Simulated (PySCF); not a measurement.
C5H11FN2Si2

Input file:

```
{"job": {"kind": "nmr", "xc": "PBE0", "basis": "pcSseg-1"}, "charge": 0, "multiplicity": 1}
N     -0.583866     2.642096     1.589559
C     -1.137085     2.013143     0.810260
C     -1.799767     1.185104    -0.159895
C     -1.118975    -0.174631    -0.246843
Si     0.688614    -0.157015    -0.781258
F      1.099629    -1.681189    -1.111311
N      1.686687     0.353483     0.512526
Si     3.395783     0.074176     0.718580
C     -1.990098    -1.320239    -0.686622
C     -1.566378    -1.219212     0.741607
H     -2.848752     1.078197     0.135020
H     -1.763017     1.691569    -1.129962
H      0.871212     0.527355    -2.057842
H      1.290909     1.053006     1.119705
H      3.717794     0.679404     2.009304
H      3.620347    -1.368877     0.708545
H      4.137511     0.709632    -0.375892
H     -1.548407    -2.091860    -1.297916
H     -3.022488    -1.113031    -0.932575
H     -2.304686    -0.941881     1.481250
H     -0.833887    -1.922288     1.107991
```

Command:

```sh
OMP_NUM_THREADS=1 python probes_run.py task.json out
```

Geometry: GFN2-xTB.

The calculation used PBE0/pcSseg-1, SCF density, gas phase, non-relativistic in PySCF 2.14.0.

Predict the electron density and electron localisation function between the atoms.

Answer. C–N (1.14 Å): ρ is about 3.6 e/Å³ halfway; the ELF peaks at about 0.85 between the atoms (a short, multiple covalent bond).
C–C (1.44 Å): ρ at the midpoint is about 1.9 e/Å³; the ELF peaks at about 0.95 between the atoms; a covalent bond.

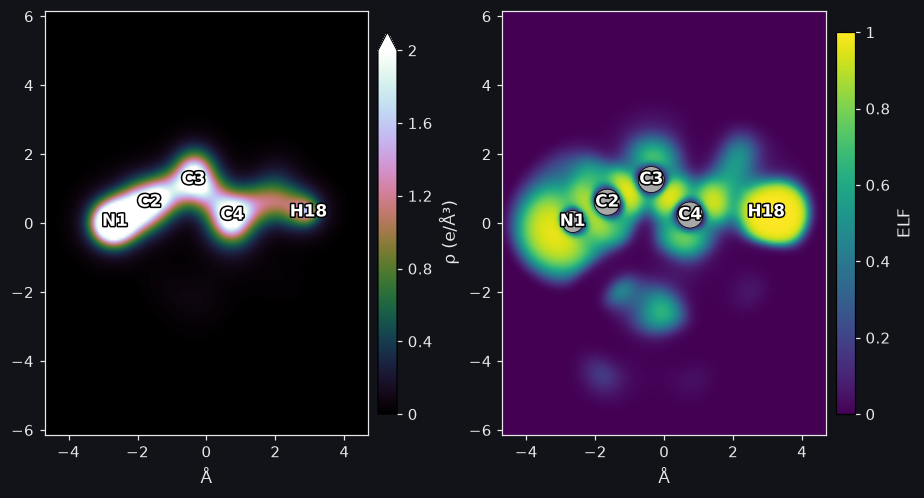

Computed electron density and electron localisation function on the plane of atoms C2, C3 and C4, in this order. Grey discs cover the atomic cores in the ELF map. 
